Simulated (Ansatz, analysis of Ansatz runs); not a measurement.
# Reproducing a measured hyperfine coupling: NV- centre in diamond

Subject: NV- centre in diamond. Wanted: its hyperfine coupling, in one set-up (r2SCAN, 128-site cell, r2SCAN lattice, 500 eV, k: the single point 1/4 1/4 1/4). The model is a cell of 128 host atoms with 1 site emptied and N put on another atom's site. The isotropic coupling follows from the spin density at the nucleus, the nuclear g-factor and the total spin. A meta-GGA costs about twice a GGA and mends lattice constants and part of the gap.

Measured beforehand: 14N, isotropic: -2.51 MHz at 300 K, by EPR (room temperature) (“Hyperfine interaction in the ground state of the negatively charged nitrogen vacancy center in diamond”, 2009, S. Felton et al.). The runs below try to reproduce this.

Program: Ansatz 0.2.0. Level of theory: plane-wave PAW DFT, r2SCAN; relaxation of all atoms of a defect supercell. Results are calculated unless marked as measured.

### Step 1. Set-up

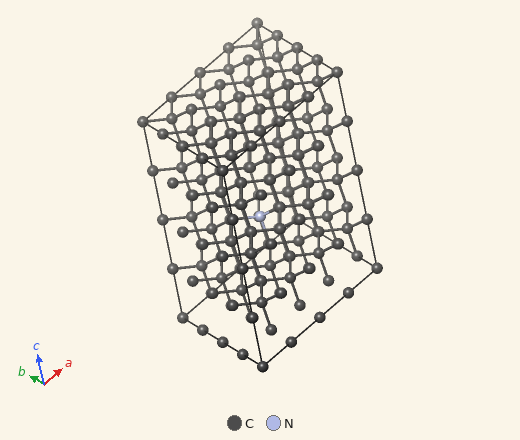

Start, viewed slightly off an axis; carbon dark grey, nitrogen light blue. Bonds to atoms that aren't drawn are left out. Some periodic images of atoms are drawn too.

The cell holds 127 atoms: 126 C and 1 N. Its edges and angles: a = 10.070 Å, b = 10.070 Å, c = 10.070 Å, α = 60.0°, β = 60.0°, γ = 60.0°. It derives from C (space group Fd-3m). Nearest the centre at fractional (0.438, 0.438, 0.438): N43 at 1.54 Å, C44 at 1.54 Å, C50 at 1.54 Å, C74 at 1.54 Å, C36 at 2.52 Å, C42 at 2.52 Å, C12 at 2.52 Å, C20 at 2.52 Å. The cell carries charge −1.

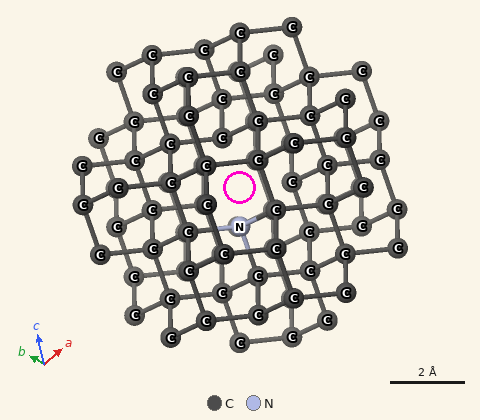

The atoms within 5 Å of the centre. A ring marks the centre wherever it is empty.

The host's primitive cell comes from a first run (plane-wave PAW DFT, r2SCAN; relaxation of the host's cell and atoms): vectors of 2.517, 2.517 and 2.517 Å. That is 5.64 Å³ an atom, 0.5 % under the diffraction cell's volume. The supercell is built on it.

### Step 2. Relaxation, charge −1

Every later number rests on the structure around the defect, so the atoms are relaxed at the host's lattice first.

Contents of relax/input.yaml:

```yaml
relax:
  f_tol: 0.02
  max_steps: 80
  random_displacement: { amplitude: 0.02, seed: 750 }
crystal:
  lattice:
    - [0.0, 7.12053982, 7.12053982]
    - [7.12053982, 0.0, 7.12053982]
    - [7.12053982, 7.12053982, 0.0]
  atoms:
    - { symbol: C, position: [0.125, 0.125, 0.125] }
    - { symbol: C, position: [0.1875, 0.1875, 0.1875] }
    - { symbol: C, position: [0.125, 0.125, 0.375] }
    - { symbol: C, position: [0.1875, 0.1875, 0.4375] }
    - { symbol: C, position: [0.125, 0.125, 0.625] }
    - { symbol: C, position: [0.1875, 0.1875, 0.6875] }
    - { symbol: C, position: [0.125, 0.125, 0.875] }
    - { symbol: C, position: [0.1875, 0.1875, 0.9375] }
    - { symbol: C, position: [0.125, 0.375, 0.125] }
    - { symbol: C, position: [0.1875, 0.4375, 0.1875] }
    - { symbol: C, position: [0.125, 0.375, 0.375] }
    - { symbol: C, position: [0.1875, 0.4375, 0.4375] }
    - { symbol: C, position: [0.125, 0.375, 0.625] }
    - { symbol: C, position: [0.1875, 0.4375, 0.6875] }
    - { symbol: C, position: [0.125, 0.375, 0.875] }
    - { symbol: C, position: [0.1875, 0.4375, 0.9375] }
    - { symbol: C, position: [0.125, 0.625, 0.125] }
    - { symbol: C, position: [0.1875, 0.6875, 0.1875] }
    - { symbol: C, position: [0.125, 0.625, 0.375] }
    - { symbol: C, position: [0.1875, 0.6875, 0.4375] }
    - { symbol: C, position: [0.125, 0.625, 0.625] }
    - { symbol: C, position: [0.1875, 0.6875, 0.6875] }
    - { symbol: C, position: [0.125, 0.625, 0.875] }
    - { symbol: C, position: [0.1875, 0.6875, 0.9375] }
    - { symbol: C, position: [0.125, 0.875, 0.125] }
    - { symbol: C, position: [0.1875, 0.9375, 0.1875] }
    - { symbol: C, position: [0.125, 0.875, 0.375] }
    - { symbol: C, position: [0.1875, 0.9375, 0.4375] }
    - { symbol: C, position: [0.125, 0.875, 0.625] }
    - { symbol: C, position: [0.1875, 0.9375, 0.6875] }
[... 12 lines left out ...]
    - { symbol: "N", position: [0.375, 0.375, 0.375] }
[... 76 lines left out ...]
    - { symbol: C, position: [0.875, 0.875, 0.125] }
    - { symbol: C, position: [0.9375, 0.9375, 0.1875] }
    - { symbol: C, position: [0.875, 0.875, 0.375] }
    - { symbol: C, position: [0.9375, 0.9375, 0.4375] }
    - { symbol: C, position: [0.875, 0.875, 0.625] }
    - { symbol: C, position: [0.9375, 0.9375, 0.6875] }
    - { symbol: C, position: [0.875, 0.875, 0.875] }
    - { symbol: C, position: [0.9375, 0.9375, 0.9375] }
total_charge: -1
basis:
  ecutwfc: 500
  xc_grid: 2
hamiltonian:
  xc: r2scan
kpoints:
  mp_grid: { grid: [1, 1, 1], shift: [0.25, 0.25, 0.25] }
magnetization:
  spin_polarized: true
  initial_magnetization: 2
  spin_locking: { lock_magnetization: hard }
scf:
  occupations: { method: fermi_dirac, width: 0.01 }
  max_iter: 120
output:
  forces: true
checkpoint:
  write: "../relax.run"
  compress: false
  write_wavefunctions: true
  write_every: 100000
```

Started as:

```bash
$ ansatz run input.yaml --threads 2 --pin off --max-ram 4710MiB --backend cpu --events-out ev --progress --plain --runs-dir out
```

Numbers of over 12 decimals in the logs are rounded to 6 here.

The program printed:

```text
[... repeated set-up lines and file paths are left out, and long positions are rounded to six places ...]
Warning: This run holds its total moment fixed (magnetization.spin_locking.lock_magnetization: hard) and mixes its density by anderson or broyden (scf.mixing.algorithm, typed or taken by auto). [...]
Engine: ansatz 0.2.0, aarch64-unknown-linux-gnu
Pseudopotentials: kind: paw
Pseudopotential: C, paw, valence charge 4, recommended cutoff 500 eV (meta_gga), C.paw.azcp
Pseudopotential: N, paw, valence charge 5, recommended cutoff 500 eV (meta_gga), N.paw.azcp
Functional definition: r2SCAN
  parameter k0 = 0.174
  parameter k1 = 0.065
  parameter a1 = 4.9479
  exchange = r2scan_x(k0 = k0, k1 = k1, a1 = a1)
  correlation = r2scan_c
Crystal: 127 atoms, lattice volume = 722.052 Å³
Basis set: ecut = 500 eV, 18197 PW (Γ), exchange–correlation on 150×150×150 points (8 copies of the dense FFT grid, shifted against one another)
Bands: 383, of which v1, the nominal top of the filled ones, is band 255 counted from 1 (254 counted from 0)
Symmetry: 1 space group operations
k-points: 1
Non-local potential: C, projectors of the file, l = 0: 2, l = 1: 2, l = 2: 1
Non-local potential: N, projectors of the file, l = 0: 2, l = 1: 2, l = 2: 1
PAW form: soft (Blöchl's): semilocal exchange-correlation on the pseudo side does not see the compensation charge
PAW frozen core: C, regenerated for the run's functional (the file was generated under x = pbe(κ = 0.804, μ = 0.219515), c = pbe(β = 0.066725))
PAW frozen core: N, regenerated for the run's functional (the file was generated under x = pbe(κ = 0.804, μ = 0.219515), c = pbe(β = 0.066725))
PAW one-centre angular grid: C, 302 points (default); XC on 239 of its mesh's 2573 points in the sphere
PAW one-centre angular grid: N, 302 points (default); XC on 160 Gauss nodes
Initial density: superposition of atomic densities (chi_scale 0.1, normalization cell, long waves kept (reshape's long-wave potential 0.20 eV rms))
Starting moments: Σ|m| = 2 μB on 127 of 127 sites
Initial wavefunctions: pseudopotential atomic-orbital guess
Functional: x = r2scan, c = r2scan; τ floored in thin density (d = 2e-4 eV/Å³)
SCF iter   1: F=—  HF=-32063.331343 eV  |F-HF|=—  |Δ(HF+E_count)|=         —  Δρ=6.99e-2 (↑6.99e-2 ↓6.92e-2)  dr2=9.68e1  dr2_τ=7.66e0  dr2_m=6.50e-1  M=2.000 μB ∫|m|=2.004 μB  β_m=1.20  ethr=3.10e-3  ⟨swp⟩=7.0  Hψ=3356  notcnv=0  defer=80
preconditioner: auto → Resta (q_TF=auto, 2.575 Å⁻¹)  ε∞=4.0  [insulator: Δε(μ)=0.968 eV  Ē_g=18.089 eV  σ=0.010 eV  W_gap=1.00  n_scr=180 (ndim 8)  ℏωp=31.2 eV  f_vac=0.000  D(μ)=0.00/eV (n_scr^D=0)  ε∞_Penn≈4.0]
spin=Collinear: Resta preconditioning applied to the charge; magnetization (m = ρ↑ − ρ↓) channel mixes plain (no charge-response kernel on spin).
SCF iter   2: F=—  HF=-32059.571331 eV  |F-HF|=—  |Δ(HF+E_count)|=    3.76e0  Δρ=5.07e-2 (↑5.07e-2 ↓5.06e-2)  dr2=5.26e1  dr2_τ=2.68e-1  dr2_m=1.14e-2  M=2.000 μB ∫|m|=2.235 μB  β_m=1.20  ethr=3.10e-3  ⟨swp⟩=3.5  Hψ=1419  notcnv=0  defer=239  κ⁻¹=1.0e0(r=1)
SCF iter   3: F=—  HF=-32054.754722 eV  |F-HF|=—  |Δ(HF+E_count)|=    4.82e0  Δρ=2.17e-2 (↑2.16e-2 ↓2.17e-2)  dr2=9.99e0  dr2_τ=5.43e-2  dr2_m=1.50e-2  M=2.000 μB ∫|m|=2.387 μB  β_m=1.20  ethr=3.10e-3  ⟨swp⟩=3.5  Hψ=1238  notcnv=0  defer=239  κ⁻¹=2.1e-1(r=2)
SCF iter   4: F=—  HF=-32053.374922 eV  |F-HF|=—  |Δ(HF+E_count)|=    1.38e0  Δρ=4.72e-3 (↑4.72e-3 ↓4.69e-3)  dr2=3.08e-1  dr2_τ=6.17e-3  dr2_m=3.75e-3  M=2.000 μB ∫|m|=2.387 μB  β_m=1.20  ethr=1.96e-3  ⟨swp⟩=4.0  Hψ=1236  notcnv=0  defer=239  κ⁻¹=2.6e-3(r=3)
SCF iter   5: F=—  HF=-32053.690612 eV  |F-HF|=—  |Δ(HF+E_count)|=   3.16e-1  Δρ=2.47e-3 (↑2.44e-3 ↓2.47e-3)  dr2=6.24e-2  dr2_τ=1.74e-3  dr2_m=2.02e-3  M=2.000 μB ∫|m|=2.317 μB  β_m=1.20  ethr=6.04e-5  ⟨swp⟩=3.5  Hψ=1212  notcnv=0  defer=239  κ⁻¹=8.8e-4(r=4)
SCF iter   6: F=—  HF=-32053.785857 eV  |F-HF|=—  |Δ(HF+E_count)|=   9.52e-2  Δρ=9.98e-4 (↑9.66e-4 ↓9.98e-4)  dr2=9.79e-3  dr2_τ=3.12e-4  dr2_m=2.77e-4  M=2.000 μB ∫|m|=2.317 μB  β_m=1.20  ethr=1.22e-5  ⟨swp⟩=3.5  Hψ=964  notcnv=0  defer=239  κ⁻¹=2.6e-4(r=5)
SCF iter   7: F=—  HF=-32053.792831 eV  |F-HF|=—  |Δ(HF+E_count)|=   6.97e-3  Δρ=4.74e-4 (↑4.74e-4 ↓4.67e-4)  dr2=2.67e-3  dr2_τ=6.60e-5  dr2_m=1.44e-5  M=2.000 μB ∫|m|=2.327 μB  β_m=1.20  ethr=1.92e-6  ⟨swp⟩=2.5  Hψ=1141  notcnv=0  defer=239  κ⁻¹=4.0e-5(r=6)
SCF iter   8: F=—  HF=-32053.793779 eV  |F-HF|=—  |Δ(HF+E_count)|=   9.48e-4  Δρ=9.43e-5 (↑9.32e-5 ↓9.43e-5)  dr2=1.38e-4  dr2_τ=2.72e-6  dr2_m=5.10e-6  M=2.000 μB ∫|m|=2.331 μB  β_m=1.20  ethr=5.23e-7  ⟨swp⟩=2.5  Hψ=1037  notcnv=0  defer=239  κ⁻¹=3.0e-6(r=7)
SCF iter   9: F=—  HF=-32053.793957 eV  |F-HF|=—  |Δ(HF+E_count)|=   1.77e-4  Δρ=4.22e-5 (↑4.05e-5 ↓4.22e-5)  dr2=3.14e-5  dr2_τ=3.82e-7  dr2_m=2.96e-7  M=2.000 μB ∫|m|=2.330 μB  β_m=1.20  ethr=2.70e-8  ⟨swp⟩=2.5  Hψ=1103  notcnv=0  defer=239  κ⁻¹=7.9e-7(r=8)
SCF iter  10: F=—  HF=-32053.794060 eV  |F-HF|=—  |Δ(HF+E_count)|=   1.03e-4  Δρ=1.79e-5 (↑1.79e-5 ↓1.77e-5)  dr2=4.25e-6  dr2_τ=6.97e-8  dr2_m=1.47e-7  M=2.000 μB ∫|m|=2.329 μB  β_m=1.20  ethr=1.96e-9  ⟨swp⟩=4.0  Hψ=1889  notcnv=0  κ⁻¹=1.5e-7(r=8)
SCF iter  11: F=-32053.794086 eV  HF=-32053.794080 eV  |F-HF|=5.61e-6  |Δ(HF+E_count)|=   2.07e-5  Δρ=9.90e-6 (↑9.77e-6 ↓9.90e-6)  dr2=1.34e-6  dr2_τ=1.80e-8  dr2_m=1.47e-8  M=2.000 μB ∫|m|=2.329 μB  ethr=8.32e-10  ⟨swp⟩=2.0  Hψ=1812  notcnv=0
SCF 1 converged in 11 iterations: F = -32053.794086 eV  dr2 = 1.34e-6
  greatest PAW one-centre occupation: 0.802 electrons in one spin orbital (limit 2), on the N atom at site 42 (counted from 0), in its partial waves of l = 0
relax step   1: F+E_penalty+E_count = -32053.79408599 eV  Δ(F+E_penalty+E_count) = +0.000e0 eV  max|allowed force component| = 2.606e0 eV/Å  Δτ_max = 0.0000 Å  (11 SCF iters, dr2 threshold 1.00e-5 eV, accepted)
[... the SCF cycles and remarks between the steps are left out from here to the last step ...]
relax step   2: F+E_penalty+E_count = -32055.49516691 eV  Δ(F+E_penalty+E_count) = -1.701e0 eV  max|allowed force component| = 1.145e0 eV/Å  Δτ_max = 0.1322 Å  (7 SCF iters, dr2 threshold 1.00e-4 eV, accepted)
relax step   3: F+E_penalty+E_count = -32055.87325853 eV  Δ(F+E_penalty+E_count) = -3.781e-1 eV  max|allowed force component| = 7.802e-1 eV/Å  Δτ_max = 0.0617 Å  (6 SCF iters, dr2 threshold 8.19e-5 eV, accepted)
relax step   4: F+E_penalty+E_count = -32055.91002285 eV  Δ(F+E_penalty+E_count) = -3.676e-2 eV  max|allowed force component| = 4.039e-2 eV/Å  Δτ_max = 0.0246 Å  (5 SCF iters, dr2 threshold 1.00e-4 eV, accepted)
relax step   5: F+E_penalty+E_count = -32055.91002460 eV  Δ(F+E_penalty+E_count) = -1.751e-6 eV  max|allowed force component| = 4.074e-2 eV/Å  Δτ_max = 0.0000 Å  (4 SCF iters, accepted)
relax step   6: F+E_penalty+E_count = -32055.91036324 eV  Δ(F+E_penalty+E_count) = -3.386e-4 eV  max|allowed force component| = 5.786e-2 eV/Å  Δτ_max = 0.0039 Å  (7 SCF iters, accepted)
relax step   7: F+E_penalty+E_count = -32055.91064881 eV  Δ(F+E_penalty+E_count) = -2.856e-4 eV  max|allowed force component| = 4.453e-3 eV/Å  Δτ_max = 0.0020 Å  (4 SCF iters, dr2 threshold 3.35e-6 eV, accepted)
iter 1 solved again at ethr=8.83e-11 eV; its pass at ethr=3.10e-3 eV (dr2=4.50e-7 eV) is discarded
SCF iter   1: F=—  HF=-32055.910649 eV  |F-HF|=—  |Δ(HF+E_count)|=         —  Δρ=5.43e-6 (↑5.43e-6 ↓5.38e-6)  dr2=4.51e-7  dr2_τ=2.62e-9  dr2_m=1.84e-9  M=2.000 μB ∫|m|=2.414 μB  β_m=1.20  ethr=8.83e-11  ⟨swp⟩=1.0  Hψ=2130  notcnv=0  defer=239
SCF iter   2: F=—  HF=-32055.910649 eV  |F-HF|=—  |Δ(HF+E_count)|=   2.60e-8  Δρ=3.81e-6 (↑3.81e-6 ↓3.80e-6)  dr2=1.85e-7  dr2_τ=1.67e-9  dr2_m=1.93e-10  M=2.000 μB ∫|m|=2.414 μB  β_m=1.20  ethr=8.83e-11  ⟨swp⟩=2.0  Hψ=535  notcnv=0  defer=239  κ⁻¹=1.0e0(r=1)
SCF iter   3: F=-32055.910649 eV  HF=-32055.910649 eV  |F-HF|=1.06e-8  |Δ(HF+E_count)|=   3.97e-8  Δρ=1.64e-6 (↑1.61e-6 ↓1.64e-6)  dr2=3.25e-8  dr2_τ=5.53e-10  dr2_m=2.20e-10  M=2.000 μB ∫|m|=2.414 μB  ethr=1.96e-11  ⟨swp⟩=3.5  Hψ=1765  notcnv=0
SCF 8 converged in 3 iterations: F = -32055.910649 eV  dr2 = 3.25e-8
relax step   8: F+E_penalty+E_count = -32055.91064893 eV  Δ(F+E_penalty+E_count) = -1.268e-7 eV  max|allowed force component| = 4.460e-3 eV/Å  Δτ_max = 0.0000 Å  (3 SCF iters, accepted)
NSCF: frozen V_eff on 1 k-points
the band table was solved once a step of the walk had ended and its energy, with any forces and stress, was formed, with the checks that follow a solve (3553 applications of the Hamiltonian). They found nothing against the state; [...]
iter 1 solved again at ethr=6.38e-12 eV; its pass at ethr=3.10e-3 eV (dr2=3.25e-8 eV) is discarded
SCF iter   1: F=—  HF=-32055.910649 eV  |F-HF|=—  |Δ(HF+E_count)|=         —  Δρ=1.64e-6 (↑1.61e-6 ↓1.64e-6)  dr2=3.25e-8  dr2_τ=5.53e-10  dr2_m=2.21e-10  M=2.000 μB ∫|m|=2.414 μB  β_m=1.20  ethr=6.38e-12  ⟨swp⟩=1.0  Hψ=2130  notcnv=0
SCF iter   2: F=-32055.910649 eV  HF=-32055.910649 eV  |F-HF|=7.17e-9  |Δ(HF+E_count)|=   5.96e-9  Δρ=1.22e-6 (↑1.21e-6 ↓1.22e-6)  dr2=1.81e-8  dr2_τ=1.46e-10  dr2_m=2.46e-11  M=2.000 μB ∫|m|=2.414 μB  ethr=6.38e-12  ⟨swp⟩=3.0  Hψ=1286  notcnv=0
SCF 9 converged in 2 iterations: F = -32055.910649 eV  dr2 = 1.81e-8
NSCF: frozen V_eff on 1 k-points
the band table was solved once a step of the walk had ended and its energy, with any forces and stress, was formed, with the checks that follow a solve (2462 applications of the Hamiltonian). They found nothing against the state; [...]
SCF converged after 2 iterations
Stability not checked: this state was not tested for a lower state beside it, because the mixer in use, unlike msr1, does not test its closes by its own steps (another_mixer; see scf.mixing.algorithm and scf.lower_state_search)
Magnetization: 2.0000 μB (256.0000 up, 254.0000 down)
Absolute magnetization: 2.4149 μB (∫|ρ↑−ρ↓|, with the PAW one-centre terms)
Spin contamination: 0.0172 ħ² per cell (⟨S²⟩ above its minimum at these occupations)
Per-site moments (μB) at R_I (Å): [(0.00374934, 0.635854), (-0.000547841, 0.636309), (0.00309169, 0.634966), [... 124 left out ...]
Free energy (F): -32055.910649 eV
Harris-Foulkes:  -32055.910649 eV  (|F-HF|=7.17e-9)
Internal energy: -32055.910649 eV  (E = F + TS)
E sigma→0 (E₀):  -32055.910649 eV
Fermi energy:    15.866365 (↑ 16.479505, ↓ 15.558001) eV
--- Per-component energies (eV) ---
  E_band       = 1901.799303
  E_kinetic    = 11796.667578
  E_local      = -8016.009268  (includes V_loc(G=0)·N_el)
  E_nonlocal   = 3360.590373
  E_hartree    = 1809.762034
  E_xc         = -6113.322302
  E_vxc        = -8450.722154  (∫ρ·V_xc dr)
  E_paw        = -12825.243177  (= ΣΔE_a)
  E_vpaw       = -854.997646  (= ΣTr[D̂ρ^β])
  E_aug_tail   = 0.000552  (compensation charges beyond the density's cutoff)
  E_vtau       = 446.745802  (kinetic-family band-sum trace: ∫τ·v_τ [+ j·A + Jᵃ·Aᵃ] dr)
  E_ewald      = -22065.205384
  E_core_change = -3.151055  (= ΣΔE_core)
  E_smearing   = -0.000000  (= −TS)
  E_closure    = -0.000000  (closes the sum)
  E_deformation_potential = -21.496547  (in the stress; not in F)
  Σ components = -32055.910649   (vs F -32055.910649, Δ=0.00e0)
--- Forces (eV/Å), atoms counted from 1 ---
  atom   1  C      0.00204781     0.00177242     0.00230126
  atom   2  C     -0.00066890    -0.00190111     0.00069016
  [... 9 atoms left out ...]
  atom  12  C     -0.00231341    -0.00067496     0.00006414
  [... 1 atom left out ...]
  atom  14  C     -0.00335204     0.00273018    -0.00109894
  [... 21 atoms left out ...]
  atom  36  C     -0.00242902    -0.00305711    -0.00084107
  atom  37  C      0.00192559    -0.00097762    -0.00342269
  atom  38  C      0.00347000    -0.00272984    -0.00271626
  [... 3 atoms left out ...]
  atom  42  C      0.00020378     0.00065583     0.00103179
  atom  43  N      0.00386852     0.00366659     0.00105204
  atom  44  C      0.00110134     0.00060612     0.00267123
  [... 5 atoms left out ...]
  atom  50  C      0.00030179    -0.00049916     0.00049765
  [... 23 atoms left out ...]
  atom  74  C     -0.00016478     0.00010832     0.00137994
  [... 53 atoms left out ...]
  max |Σ_I F_I| component: 6.59e-4 eV/Å
--- Band table (eV) ---
  k-point 0 ↑: bands = ["-9.4861", "-8.6243", "-8.1891", "-7.9441", [... 375 left out ...] "24.8154", "24.8154", "24.8384", "24.8784"]
  k-point 0 ↓: bands = ["-9.4760", "-8.6121", "-8.1821", "-7.9313", [... 375 left out ...] "24.8283", "24.8284", "24.8531", "24.8953"]
--- Relaxed structure (8 steps of the walk, 8 accepted, 0 SCFs on fresh bases) ---
  F+E_penalty+E_count = -32055.91064893 eV   max|allowed force component| = 4.460e-3 eV/Å
  atoms:
    - { symbol: C, position: [0.124994, 0.124856, 0.124809] }
    - { symbol: C, position: [0.187532, 0.187392, 0.187349] }
    [... 9 atoms left out ...]
    - { symbol: C, position: [0.191088, 0.434485, 0.434434] }
    [... 1 atom left out ...]
    - { symbol: C, position: [0.190693, 0.437164, 0.685826] }
    [... 21 atoms left out ...]
    - { symbol: C, position: [0.434622, 0.190954, 0.434438] }
    - { symbol: C, position: [0.374581, 0.127794, 0.623281] }
    - { symbol: C, position: [0.437303, 0.190560, 0.685823] }
    [... 3 atoms left out ...]
    - { symbol: C, position: [0.434613, 0.434478, 0.190906] }
    - { symbol: N, position: [0.369299, 0.369163, 0.369108] }
    - { symbol: C, position: [0.372196, 0.372059, 0.636837] }
    [... 5 atoms left out ...]
    - { symbol: C, position: [0.372201, 0.636881, 0.372015] }
    [... 23 atoms left out ...]
    - { symbol: C, position: [0.637014, 0.372061, 0.372022] }
    [... 53 atoms left out ...]
```

The job ended after 25 min (2 threads of Arm Neoverse N1, shared host; peak memory 3.7 GiB).

Relaxation path:

```csv
step,energy less that of the first step (eV),largest force component (eV/Å)
1,0.0000,2.6060
2,-1.7011,1.1446
3,-2.0792,0.7802
4,-2.1159,0.0404
5,-2.1159,0.0407
6,-2.1163,0.0579
7,-2.1166,0.0045
8,-2.1166,0.0045
```

The atoms that moved most (Å, from the sites as typed, ahead of the random displacement):

```csv
atom,dx,dy,dz,length
N43,-0.083,-0.083,-0.083,0.144
C44,0.064,0.064,-0.042,0.099
C50,0.064,-0.042,0.064,0.099
C74,-0.042,0.064,0.064,0.099
C42,0.003,0.003,-0.043,0.043
C12,-0.043,0.003,0.003,0.043
C36,0.003,-0.043,0.003,0.043
C20,-0.014,0.020,0.010,0.026
```

Neighbours of the ideal centre at the end:

```csv
atom,distance (Å)
C44,1.639
C50,1.639
C74,1.641
N43,1.685
C14,2.493
C20,2.493
C38,2.494
C49,2.494
C67,2.495
C73,2.495
C12,2.512
C36,2.513
C42,2.513
C45,2.514
C51,2.515
C75,2.515
```

Numbers from this step:

```
free energy                           : -32055.9106 eV
total moment                          : 2 μB
integral of the absolute spin density : 2.415 μB
spin contamination                    : 0.01724
```

The relaxation ends 17 meV an atom lower than the displaced start, with a largest force component of 0.0045 eV/Å.

(Continued in part 2 of 2.)

[Logs are printed without paths, hosts, clocks, repeated set-up lines and the standing remarks that a program may print on its own settings, such as how far it seeks lower states.]

[Hosts, paths, dates, database ids (printed as entryN), source tags and the programs' standing remarks are cut or masked in the printed files.]

[For some hosts the program warned that the k-mesh of the response run may be too coarse for force constants and the static dielectric constant; such warnings are not shown here.]
